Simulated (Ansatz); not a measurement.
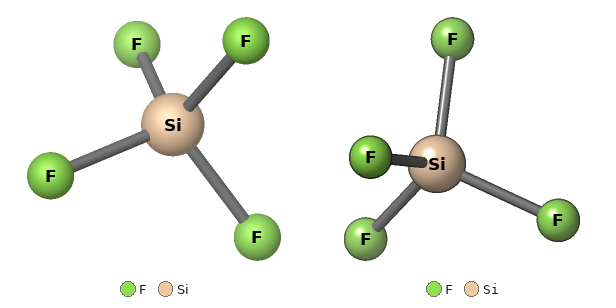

The same structure drawn twice, from different directions.

Which formula does it have?

SiF4, 5 atoms: 1 silicon and 4 fluorine.

How many sets of symmetry-equivalent atoms are there?

2: 4 F, 1 Si.

How many bonds of each kind are drawn?

4 F–Si. Sticks follow a distance rule.

The parts below concern this one geometry. Atoms keep their numbers from picture to picture. The computed structure is the end point of a PBE0-D4/def2-TZVP optimisation.

## Vibrations

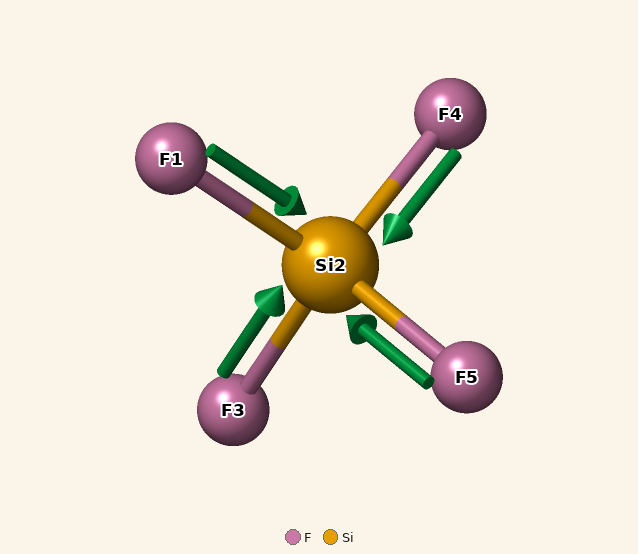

The arrows show one normal mode. Harmonic vibrations computed with RKS PBE0-D4/def2-TZVP (Ansatz 0.2.0) at a stationary point of the same level.

Describe the motion.

Mostly in-phase stretching of 4 F–Si bonds.

Estimate its harmonic wavenumber.

796 cm⁻¹; it is mode 6 of 9 counted from the lowest.

## Electronic properties

Level of theory: RHF-CCSD(T), frozen core/def2-QZVPP (Ansatz 0.2.0).

Estimate the T1 diagnostic.

0.011.

## Charges

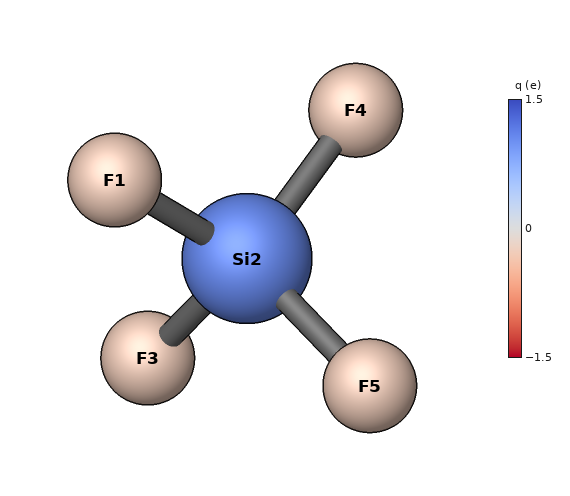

Atoms are coloured by their Mulliken charges. Level of theory: RKS PBE0-D4/def2-TZVP (Ansatz 0.2.0).

List the Mulliken charges.

| atom | value (e) |
| --- | --- |
| F1 | −0.26 |
| Si2 | 1.04 |
| F3 | −0.26 |
| F4 | −0.26 |
| F5 | −0.26 |

Mulliken values depend strongly on the basis set and can even reverse the polarity of a bond.
